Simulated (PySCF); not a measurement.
# C2H9FSSi2: what the fields show

```xyz
15

C    -1.4948   -0.6657   -1.8977
Si   -0.3973    0.2954   -0.6952
C    -1.1675    0.2324    1.0644
F    -0.4733    1.0809    1.9088
S     1.5216   -0.6664   -0.6768
Si    2.5212    0.1454    1.0597
H    -1.6096   -1.7017   -1.5916
H    -1.0530   -0.6667   -2.8883
H    -2.4835   -0.2246   -1.9723
H    -0.2325    1.7066   -1.0439
H    -1.1151   -0.7605    1.5183
H    -2.2064    0.5675    1.0804
H     3.8830   -0.3200    0.8552
H     2.3903    1.5929    1.0098
H     1.9124   -0.4349    2.2472
```

Geometry: GFN2-xTB.

Level of theory: PySCF 2.14.0, wB97X-D/def2-SVPD, SCF density, gas phase.

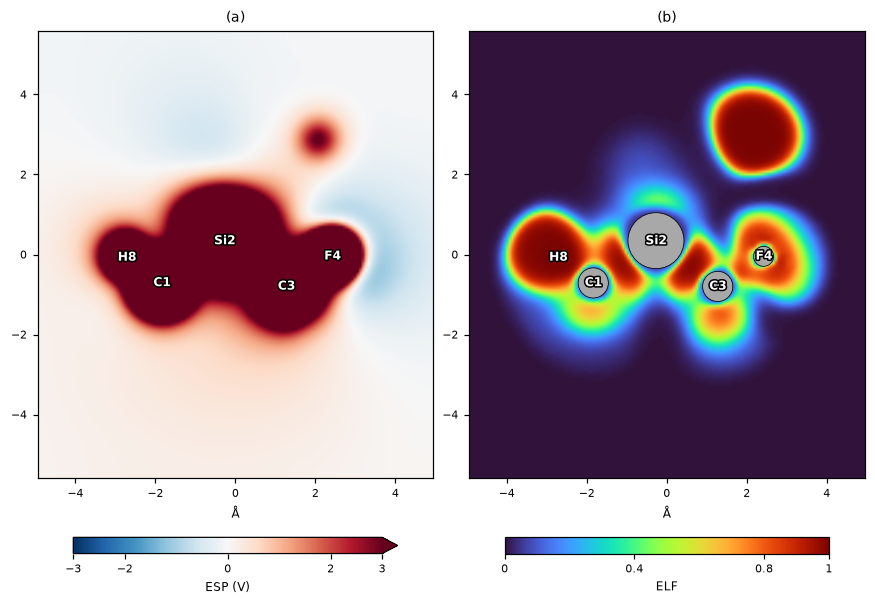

Figure 1. (a) molecular electrostatic potential; (b) ELF on the plane of atoms Si2, C1 and H8. Grey discs cover the atomic cores in the ELF map.

Q: Describe what can be read from this map.

A: The plane passes through C, Si, F and H nuclei.
C–F (1.38 Å): the ELF peaks at about 0.85 between the atoms: a polar covalent bond.
C–Si (1.89 Å): the ELF peaks at about 0.95 between the atoms (localised, covalent bonding).
C–H (1.08 Å): the ELF climbs to about 1 towards the hydrogen, as it does in any bond to H (a covalent bond by its length).
The ELF also peaks beside F4, away from the bonds: lone-pair regions.
Outside the dense part of the molecule the potential is most negative (−1.1 V) near F4.

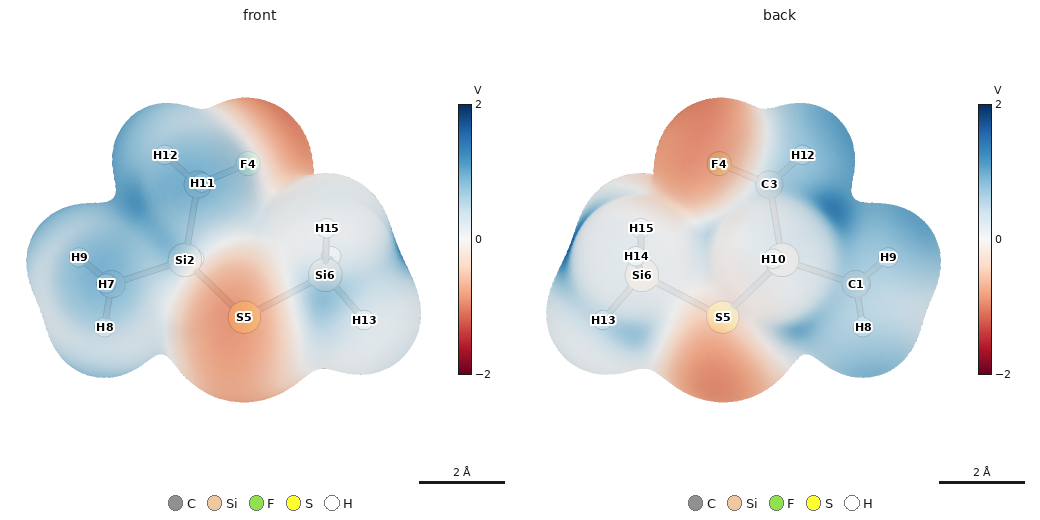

Figure 2. The molecular electrostatic potential painted on the density surface at 0.002 e/bohr³, seen from the front and from behind; red is negative and blue positive.

Q: Which sites attract a positive test charge, and which a negative one?

A: A positive charge is drawn to the negative regions and a negative charge to the positive ones. The most negative region (about −1.0 V) lies over F4 and S5, the most positive (about +1.5 V) over Si6.

Q: What dipole moment does the calculation give?

A: Its dipole moment is 1.73 D.
